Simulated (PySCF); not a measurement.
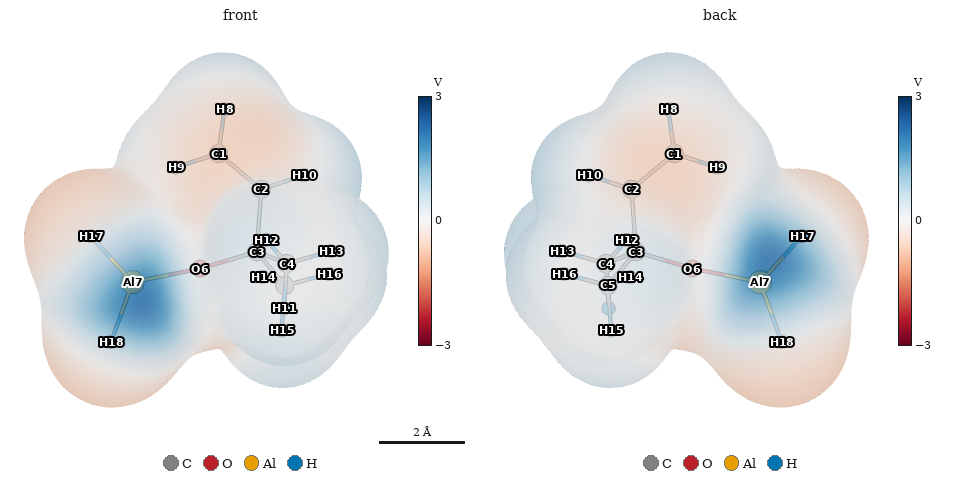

Figure 1: C5H11AlO. The electrostatic potential painted on the density surface at 0.001 e/bohr³, seen from the front and from behind; red is negative and blue positive.

Geometry: GFN2-xTB.

These are results of PBE0/pcSseg-1, SCF density, gas phase, non-relativistic (PySCF 2.14.0), not measurements.

```yaml
atoms:
  - { symbol: C, position_ang: [0.2213, 2.1146, 0.3337] }
  - { symbol: C, position_ang: [-0.6182, 1.0989, 0.3448] }
  - { symbol: C, position_ang: [-0.3725, -0.2470, -0.3011] }
  - { symbol: C, position_ang: [-1.3741, -0.4325, -1.4499] }
  - { symbol: C, position_ang: [-0.5613, -1.3507, 0.7487] }
  - { symbol: O, position_ang: [0.9231, -0.3310, -0.8163] }
  - { symbol: Al, position_ang: [2.4575, -0.2847, -1.3847] }
  - { symbol: H, position_ang: [-0.0130, 3.0522, 0.8079] }
  - { symbol: H, position_ang: [1.1820, 2.0449, -0.1574] }
  - { symbol: H, position_ang: [-1.5798, 1.1731, 0.8332] }
  - { symbol: H, position_ang: [-1.2114, -1.4000, -1.9199] }
  - { symbol: H, position_ang: [-1.2206, 0.3477, -2.1925] }
  - { symbol: H, position_ang: [-2.3947, -0.3786, -1.0814] }
  - { symbol: H, position_ang: [0.1561, -1.2125, 1.5552] }
  - { symbol: H, position_ang: [-0.3860, -2.3212, 0.2903] }
  - { symbol: H, position_ang: [-1.5680, -1.3237, 1.1573] }
  - { symbol: H, position_ang: [3.1026, 1.0483, -1.7945] }
  - { symbol: H, position_ang: [3.2482, -1.5915, -1.5144] }
```

Q: Describe the electrostatic potential map.

A: The most negative region (about −0.6 V) lies over C1, C2, H17 and H18, the most positive (about +2.2 V) over Al7.

Q: What dipole moment does the calculation give?

A: Its dipole moment is 1.23 D.
